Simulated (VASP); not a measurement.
## Pd (Palladium) with PBE: from relaxation to properties

How well does PBE reproduce what experiment finds for Pd (Palladium)? The cell is relaxed first, and properties follow on it. The steps: relaxing cell and atoms (PBE), second relaxation, density, ELF and potential (PBE), bands along the symmetry lines (PBE), total and projected DOS (PBE) and optical spectrum (PBE). Left out of this account: 1 further run (phonons: it ended without a result to show). The start is a cell from a database of measured crystal structures.

Method: PBE; plane waves and PAW (Pd), in VASP 6.6.1.

Experimental background.

For Pd, face-centred cubic (pure Pd, 293.15 K), “Dislocation healing during hydrogen absorption and desorption in palladium” (2022, arxiv:2204.14071) quotes earlier work: lattice constant a (a of Pd at 20 C, earlier published value) 3.8902 ± 0.0006 Å [literature evaluation of collated data, not a single measurement; authors consider their …].

Report form: the programs' logs are mostly left out.

### 1. The starting structure

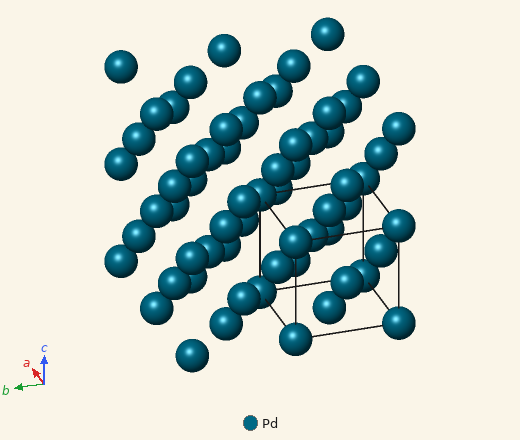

The starting structure, seen from a free direction (palladium blue). 2×2×2 cells are drawn. This picture shows the conventional cell, with its axes. Some periodic images of atoms are drawn too.

Coordinates:

```cif
data_structure
_symmetry_space_group_name_H-M 'Fm-3m'
_symmetry_Int_Tables_number 225
_cell_length_a 3.8930
_cell_length_b 3.8930
_cell_length_c 3.8930
_cell_angle_alpha 90.000
_cell_angle_beta 90.000
_cell_angle_gamma 90.000
_cell_volume 59.00
loop_
_atom_site_label
_atom_site_type_symbol
_atom_site_symmetry_multiplicity
_atom_site_Wyckoff_symbol
_atom_site_fract_x
_atom_site_fract_y
_atom_site_fract_z
_atom_site_occupancy
Pd1 Pd 4 a 0.00000 0.00000 0.00000 1
```

### 2. Relaxing cell and atoms (PBE)

Properties are meant for the cell that this level of theory prefers, so cell and atoms are relaxed first (ISIF = 3) until forces and stress are small; EDIFFG sets the threshold. PBE, the usual starting point, adds the gradient of the density.

INCAR

```
SYSTEM = Pd
PREC = Accurate
ENCUT = 400
EDIFF = 1E-06
NELM = 100
ISMEAR = 1
SIGMA = 0.2
LREAL = .FALSE.
ALGO = Normal
GGA = PE
NBANDS = 11
LORBIT = 11
LWAVE = .FALSE.
LCHARG = .FALSE.
KPAR = 2
IBRION = 2
NSW = 60
ISIF = 3
EDIFFG = -0.01
```

POSCAR

```
Pd
1.0
    0.0000000000      1.9465000000      1.9465000000
    1.9465000000      0.0000000000      1.9465000000
    1.9465000000      1.9465000000      0.0000000000
Pd
1
Direct
    0.0000000000      0.0000000000      0.0000000000
```

KPOINTS

```
Automatic mesh
0
Gamma
12 12 12
0 0 0
```

The projector-augmented-wave data sets are Pd (PBE family, release 64).

Launch:

```
$ mpirun -np 2 vasp_std
```

The job ended after 4 s (2 MPI ranks of Intel Xeon 6975P-C (Granite Rapids), shared host; peak memory 0.23 GiB).

The run keeps the 48 symmetry operations of its start, so it cannot find a distortion of lower symmetry.

Step by step:

| step | energy less that of the first step (eV) | largest force (eV/Å) | pressure (GPa) | volume (Å³) |
| --- | --- | --- | --- | --- |
| 1 | 0.0000 | 0.0000 | 6.07 | 14.75 |
| 2 | 0.0094 | 0.0000 | -7.36 | 15.97 |
| 3 | -0.0087 | 0.0000 | -0.04 | 15.23 |

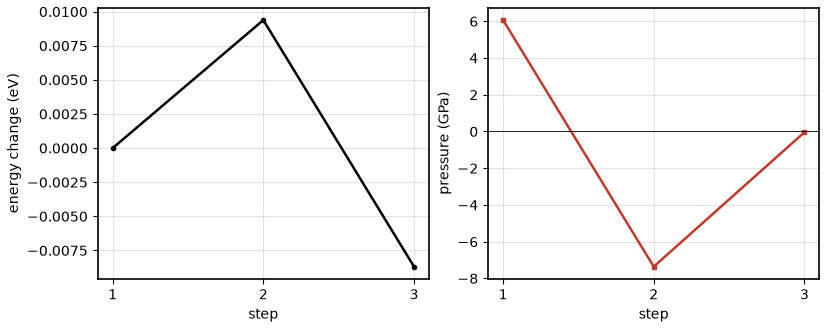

Energy and pressure along the relaxation.

| conventional cell, symmetrised | before | after | change |
| --- | --- | --- | --- |
| a (Å) | 3.893 | 3.935 | +1.1 % |
| b (Å) | 3.893 | 3.935 | +1.1 % |
| c (Å) | 3.893 | 3.935 | +1.1 % |
| volume (Å³/atom) | 14.75 | 15.23 | +3.3 % |

The relaxed structure:

```
Pd
1.0
     0.00000    1.96750    1.96750
     1.96750    0.00000    1.96750
     1.96750    1.96750    0.00000
Pd
1
Cartesian
  0.0000 0.0000 0.0000
```

Numbers from this step:

```yaml
electrons: 10
bands: 11
irreducible_k_points: 72
symmetry_operations: 48
free_energy_toten: -5.219 eV
energy_at_zero_smearing: -5.217 eV
fermi_energy: 9.209 eV
pressure: -0.04444 GPa
metallic: yes
scf_cycles_over_all_ionic_steps: 25
```

It ends with forces that vanish by symmetry and a pressure of -0.04 GPa. The volume lies +3.3 % from that of the database's start.

### 3. Second relaxation

The basis stayed that of the start cell while the cell moved. A rerun from the cell reached resets it; the error of the finite cutoff stays.

INCAR is that of step 2.

POSCAR

```
Pd
1.0
    0.0000000000      1.9674975267      1.9674975267
    1.9674975267      0.0000000000      1.9674975267
    1.9674975267      1.9674975267      0.0000000000
Pd
1
Direct
    0.0000000000      0.0000000000      0.0000000000
```

KPOINTS is that of step 2.

Launch:

```
$ mpirun -np 2 vasp_std
```

It took 2.2 s on 2 MPI ranks; peak memory 0.22 GiB; 3.4 s of CPU time.

Little changed from the start: no atom moved by 0.005 Å and no cell edge by 0.1 %.

This step gave:

```yaml
free_energy_toten: -5.221 eV
energy_at_zero_smearing: -5.219 eV
pressure: 0.06993 GPa
scf_cycles_over_all_ionic_steps: 11
```

It ends with forces that vanish by symmetry and a pressure of 0.07 GPa. The volume moved by under 0.01 %: the run met its threshold at the first step.

### 4. Density, ELF and potential (PBE)

The relaxed cell gets a fresh self-consistent run, on a basis set for its own volume, to fix the density and to check the remaining stress.

INCAR, as its differences from that of step 3:

```diff
@@ -13,7 +13,5 @@
 LWAVE = .FALSE.
-LCHARG = .FALSE.
-KPAR = 2
-IBRION = 2
-NSW = 60
-ISIF = 3
-EDIFFG = -0.01
+LCHARG = .TRUE.
+ISIF = 2
+LELF = .TRUE.
+LVHAR = .TRUE.
```

POSCAR is that of step 3.

KPOINTS is that of step 3.

Launch:

```
$ mpirun -np 2 vasp_std
```

Elapsed: 2.6 s, on 2 MPI ranks; peak memory 0.2 GiB; 4 s of CPU time.

This step gave:

```yaml
scf_cycles: 11
bands: 12
pressure: 0.07505 GPa
```

Valence electrons inside each PAW sphere by angular momentum. Sphere charges, by row:

| atom | s (e) | p (e) | d (e) | tot (e) |
| --- | --- | --- | --- | --- |
| Pd1 | 0.477 | 0.445 | 8.452 | 9.374 |

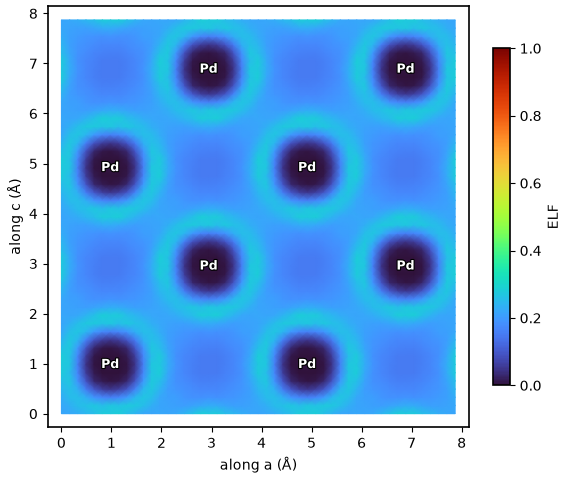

ELF in the ac plane of the conventional cell at fractional y = 0.000, with atoms of Pd within 0.2 Å of it. It is the smooth field of the valence electrons, not physical close to the nuclei. The map starts off the cell's origin, so that atoms lie inside it.

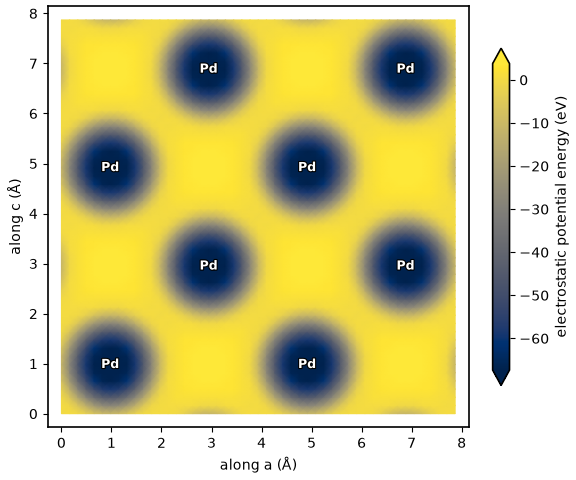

Electrostatic potential energy in the ac plane of the conventional cell at fractional y = 0.000, with atoms of Pd within 0.2 Å of it. With pseudopotentials it is smooth inside the atoms' cores, unlike the true potential. The map starts off the cell's origin, so that atoms lie inside it.

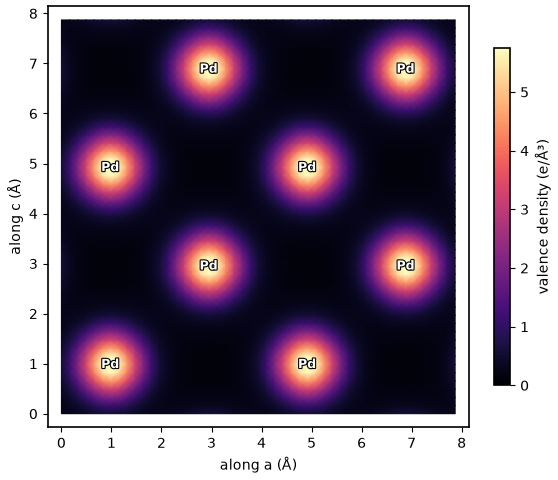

Valence density in the ac plane of the conventional cell at fractional y = 0.000, with atoms of Pd within 0.2 Å of it. It is the smooth field of the valence electrons, not physical close to the nuclei. The map starts off the cell's origin, so that atoms lie inside it.

In this run the pressure is 0.08 GPa, small enough to go on.

### 5. Bands along the symmetry lines (PBE)

Levels along the symmetry lines show where the bands peak and cross; KPOINTS_OPT computes them in the converged potential.

INCAR

```
SYSTEM = Pd
PREC = Accurate
ENCUT = 400
EDIFF = 1E-06
NELM = 100
ISMEAR = 1
SIGMA = 0.2
LREAL = .FALSE.
ALGO = Normal
GGA = PE
NBANDS = 16
LORBIT = 11
LWAVE = .FALSE.
LCHARG = .FALSE.
KPAR = 2
```

POSCAR is that of step 4.

KPOINTS is that of step 4.

KPOINTS_OPT

```
Line mode
16
Line-mode
Reciprocal
  0.00000000   0.00000000   0.00000000 GAMMA
  0.50000000   0.00000000   0.50000000 X

  0.50000000   0.00000000   0.50000000 X
  0.50000000   0.25000000   0.75000000 W

  0.50000000   0.25000000   0.75000000 W
  0.37500000   0.37500000   0.75000000 K

  0.37500000   0.37500000   0.75000000 K
  0.00000000   0.00000000   0.00000000 GAMMA

  0.00000000   0.00000000   0.00000000 GAMMA
  0.50000000   0.50000000   0.50000000 L

  0.50000000   0.50000000   0.50000000 L
  0.62500000   0.25000000   0.62500000 U

  0.62500000   0.25000000   0.62500000 U
  0.50000000   0.25000000   0.75000000 W

  0.50000000   0.25000000   0.75000000 W
  0.50000000   0.50000000   0.50000000 L

  0.50000000   0.50000000   0.50000000 L
  0.37500000   0.37500000   0.75000000 K

  0.62500000   0.25000000   0.62500000 U
  0.50000000   0.00000000   0.50000000 X
```

Launch:

```
$ mpirun -np 2 vasp_std
```

The job ended after 5.8 s (2 MPI ranks; peak memory 0.23 GiB).

Spin-orbit coupling is off here; it would split degenerate levels.

Numbers from this step:

| Item | Value |
| --- | --- |
| bands | 16 |
| pressure | 0.06634 GPa |

Electronic bands along the path, in eV, zero at the Fermi level; # counts the bands kept:

| point | #2 | #3 | #4 | #5 | #6 |
| --- | --- | --- | --- | --- | --- |
| Γ | -2.67 | -2.67 | -2.67 | -1.14 | -1.14 |
| X | -4.82 | -0.03 | 0.29 | 0.29 | 3.39 |
| W | -3.18 | -3.18 | -1.22 | 0.30 | 8.76 |
| K | -3.91 | -1.84 | -0.87 | -0.13 | 7.00 |
| Γ | -2.67 | -2.67 | -2.67 | -1.14 | -1.14 |
| L | -2.71 | -2.71 | 0.00 | 0.00 | 1.13 |
| U | -3.91 | -1.84 | -0.87 | -0.13 | 7.00 |
| W | -3.18 | -3.18 | -1.22 | 0.30 | 8.76 |
| L | -2.71 | -2.71 | 0.00 | 0.00 | 1.13 |
| K | -3.91 | -1.84 | -0.87 | -0.13 | 7.00 |
| jump to U | -3.91 | -1.84 | -0.87 | -0.13 | 7.00 |
| X | -4.82 | -0.03 | 0.29 | 0.29 | 3.39 |

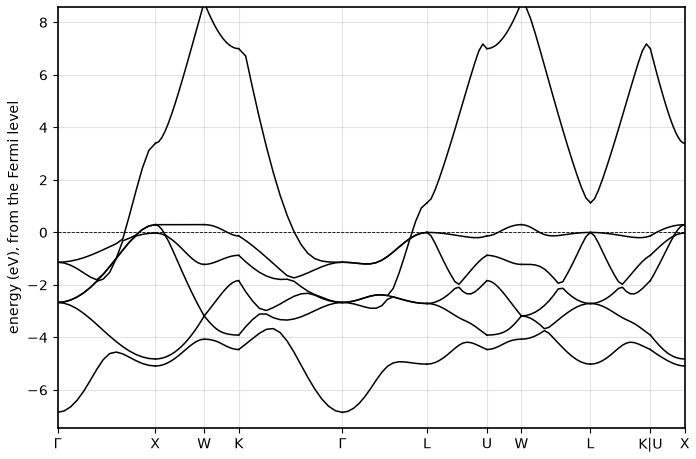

Electronic bands along the path.

There is no gap at this level.

### 6. Total and projected DOS (PBE)

Here the states are counted by energy and projected on the atoms. The mesh is finer than in the run before.

INCAR, as its differences from that of step 5:

```diff
@@ -5,3 +5,3 @@
 NELM = 100
-ISMEAR = 1
+ISMEAR = -5
 SIGMA = 0.2
@@ -15 +15,2 @@
 KPAR = 2
+NEDOS = 2001
```

POSCAR is that of step 5.

KPOINTS

```
Automatic mesh
0
Gamma
17 17 17
0 0 0
```

Launch:

```
$ mpirun -np 2 vasp_std
```

Elapsed: 6.4 s, on 2 MPI ranks; peak memory 0.26 GiB.

So high a DOS at the Fermi level, on d states, may signal a magnetic instability, which a run without spin can't show. With tetrahedra the forces and stress of a metal are not exact derivatives of the energy.

This step gave:

```yaml
scf_cycles: 12
irreducible_k_points: 165
free_energy_toten: -5.214 eV
fermi_energy: 9.232 eV
pressure: 0.3466 GPa
dos_at_the_fermi_level: 2.662 states/eV/cell
```

The density of states has structure finer than the step of the table below, so its rows give means over 1 eV, whole bins alone (the curve runs from -8.96 to 8.00 eV). Peaks (eV: height): total -4.4: 2.83, -2.3: 4.10, -1.8: 2.29, -1.2: 2.41, 0.0: 3.52; Pd d -4.4: 2.12, -2.3: 3.68, -1.8: 1.97, -1.2: 2.21, 0.0: 3.41; Pd s -4.4: 0.310, -2.3: 0.0579, 7.3: 0.159.

States under -9.0 eV and over 8.0 eV are left out. Table of density of states by energy, zero at the Fermi level; means over each step; values in states/eV/cell:

| energy (eV) | total | Pd d | Pd s |
| --- | --- | --- | --- |
| -8 | 0 | 0 | 0 |
| -7 | 0.0105 | 0 | 0.00765 |
| -6 | 0.0870 | 0.00280 | 0.0575 |
| -5 | 0.790 | 0.479 | 0.174 |
| -4 | 1.95 | 1.55 | 0.128 |
| -3 | 1.88 | 1.62 | 0.0360 |
| -2 | 2.16 | 1.89 | 0.0391 |
| -1 | 1.91 | 1.76 | 0.0207 |
| 0 | 1.68 | 1.59 | 0.0207 |
| 1 | 0.243 | 0.142 | 0.0295 |
| 2 | 0.256 | 0.118 | 0.0335 |
| 3 | 0.259 | 0.100 | 0.0328 |
| 4 | 0.254 | 0.0850 | 0.0287 |
| 5 | 0.219 | 0.0685 | 0.0227 |
| 6 | 0.171 | 0.0499 | 0.0163 |
| 7 | 0.202 | 0.0645 | 0.0576 |

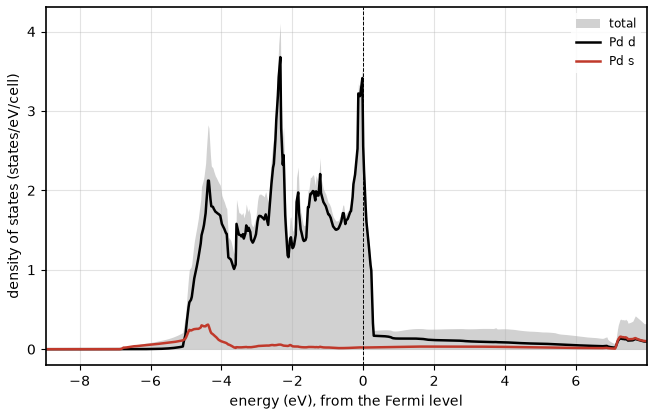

Density of states against energy.

The finer mesh and the other smearing move the Fermi level by +0.02 eV from the 12×12×12 run, a small shift, which tests the Fermi level alone. Of the states within 0.3 eV of the Fermi level, the largest shares in the PAW spheres are Pd d 96 %. The rest lies in smaller channels or between the spheres.

### 7. Optical spectrum (PBE)

LOPTICS sums transitions from filled to empty bands.

INCAR

```
SYSTEM = Pd
PREC = Accurate
ENCUT = 400
EDIFF = 1E-06
NELM = 100
ISMEAR = 1
SIGMA = 0.2
LREAL = .FALSE.
ALGO = Normal
GGA = PE
NBANDS = 13
LORBIT = 11
LWAVE = .FALSE.
LCHARG = .FALSE.
KPAR = 2
LOPTICS = .TRUE.
NEDOS = 1500
CSHIFT = 0.1
```

POSCAR is that of step 6.

KPOINTS is that of step 6.

Launch:

```
$ mpirun -np 2 vasp_std
```

The job ended after 5.4 s (2 MPI ranks; peak memory 0.29 GiB; 9.9 s of CPU time).

These are independent-particle spectra without excitons or local fields, and fine structure depends on the mesh and on CSHIFT. The intraband (Drude) part is not in this spectrum.

Numbers from this step:

```yaml
scf_cycles: 11
bands: 13
free_energy_toten: -5.213 eV
energy_at_zero_smearing: -5.210 eV
fermi_energy: 9.234 eV
pressure: 0.3367 GPa
```

The imaginary dielectric function, xx has structure finer than the step of the table below, so its rows give means over 2.5 eV, whole bins alone (the curve runs from 0 to 25.0 eV). Peaks (eV: height): 0.22: 169.

The imaginary dielectric function, xx by photon energy; means over each step:

| photon energy (eV) | imaginary dielectric function, xx |
| --- | --- |
| 2.5 | 14.7 |
| 5.0 | 4.22 |
| 7.5 | 1.79 |
| 10.0 | 2.09 |
| 12.5 | 2.21 |
| 15.0 | 2.16 |
| 17.5 | 1.80 |
| 20.0 | 2.57 |
| 22.5 | 1.64 |

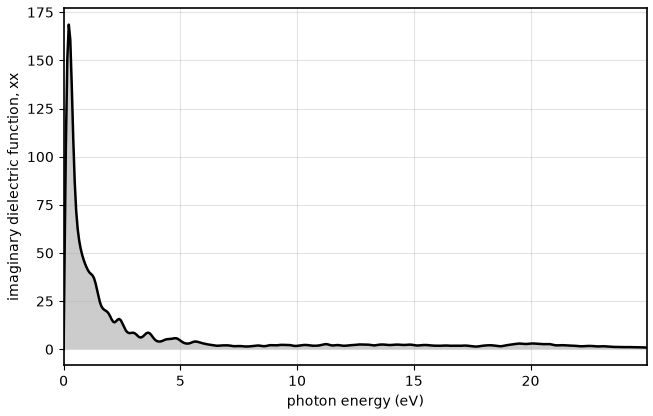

Imaginary dielectric function, xx against photon energy.

The real dielectric function, xx by photon energy:

| photon energy (eV) | real dielectric function, xx |
| --- | --- |
| 0.0 | 264 |
| 2.5 | -6.81 |
| 5.0 | -2.31 |
| 7.5 | 0.632 |
| 10.0 | 1.53 |
| 12.5 | 1.65 |
| 15.0 | 0.642 |
| 17.5 | 0.719 |
| 20.0 | 0.674 |
| 22.5 | -0.253 |

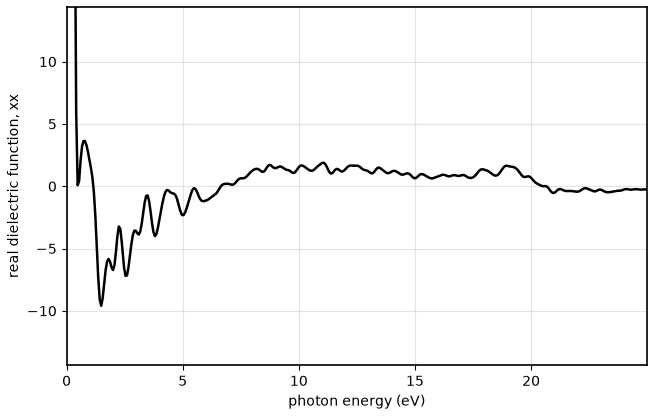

Real dielectric function, xx, plotted against photon energy. Below 1 eV the curve runs off the scale.

At these settings, which differ from those of the relaxation, the cell is under a pressure of 0.3 GPa.

### 8. Results

```json
{"relaxed volume": "15.23 Å³/atom", "relaxed conventional cell a, b, c": "3.935, 3.935, 3.935 Å", "space group after relaxing, within 0.02 Å": "Fm-3m (No. 225)", "band gap": "none, a metal", "DOS at the Fermi level": "2.66 states/eV/cell"}
```

In words: With PBE, Pd (Palladium) relaxes to 15.23 Å³/atom in space group Fm-3m (held by the symmetry of the run) and comes out as a metal. Against the listed cell the volume lies +3.3 %. Bands along the symmetry lines (PBE): Of the bands kept, 3 cross the Fermi level on this path. Spin-orbit coupling is left out; it would split some degenerate bands. No search among competing phases was made. All values are for a static lattice at zero temperature.

Calculation against experiment:

| quantity | measured | PBE |
| --- | --- | --- |
| lattice constant a (Å) | 3.8902 | 3.935 (+1.2 %) |

Measured values from arxiv:2204.14071 (2022).

How well it matches: The lattice constant a is off by +1.2 %: fair agreement. The grades are ours: good and fair within 0.7 and 1.5 % for the lattice constant a. For lattice constants the calculation has a static lattice, without zero-point motion or thermal expansion (measured at up to 293.15 K). As a rule both would widen the computed cell, so the excess over experiment is if anything larger than shown.

[Lines on the potential files, build, host, timing and source positions are cut from VASP's logs without a mark.]

[Logs are printed without paths, hosts, clocks, repeated set-up lines and the standing remarks that a program may print on its own settings, such as how far it seeks lower states.]

[Hosts, paths, dates, database ids (printed as entryN), source tags and the programs' standing remarks are cut or masked in the printed files.]

[Measured values are set beside computed ones only where the two were judged alike; some that the calculation misses by far are left out.]
